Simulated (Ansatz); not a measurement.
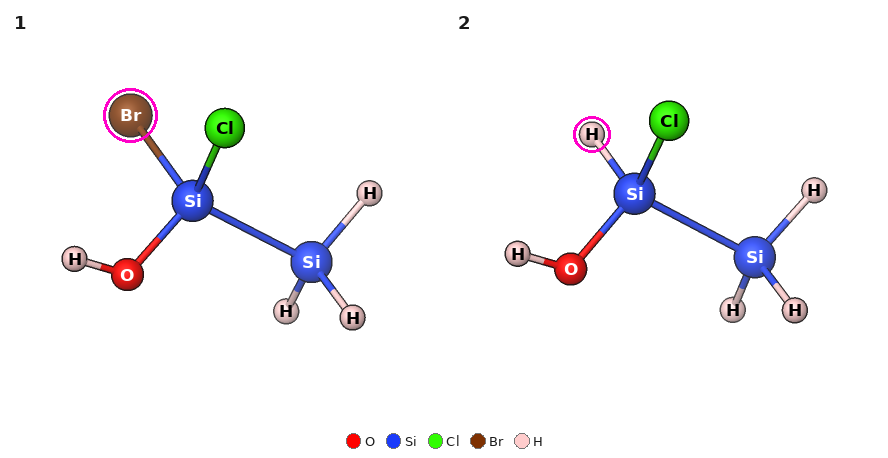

2 molecules with one skeleton, seen from the same side and at one scale; the atom that differs is circled. Each species is neutral and a spin singlet. Computed geometries: PBE0-D4/def2-TZVP optimisations, one conformation each. Properties computed with Ansatz 0.2.0.

One atom differs, called X below: Br in panel 1, H in panel 2. Their formulas are BrClH4OSi2 (`O[Si@]([SiH3])(Cl)Br`), ClH5OSi2 (`O[Si@H]([SiH3])Cl`).

In which is the angle Si–Si–X larger (PBE0-D4/def2-TZVP)?

Answer. In panel 2 (X = H).

In which is the length of X–Si larger (PBE0-D4/def2-TZVP)?

Answer. In panel 1 (X = Br).

Give the values. With PBE0-D4/def2-TZVP: length of X–Si (Å), angle Si–Si–X (°). With PBE0-D4/def2-TZVPP: HOMO energy (Kohn–Sham orbital) (eV), HOMO–LUMO gap (eV). With r2SCAN-D4/def2-TZVPP: dipole moment (D).

```
                            quantity  1 (Br)  2 (H)   2 − 1
                  length of X–Si (Å)   2.225  1.486  −0.739
                   angle Si–Si–X (°)   110.3  114.5    +4.2
HOMO energy (Kohn–Sham orbital) (eV)   −8.35  −8.14   +0.21
                  HOMO–LUMO gap (eV)    7.90   7.79   −0.11
                   dipole moment (D)    0.96   1.30   +0.34
```
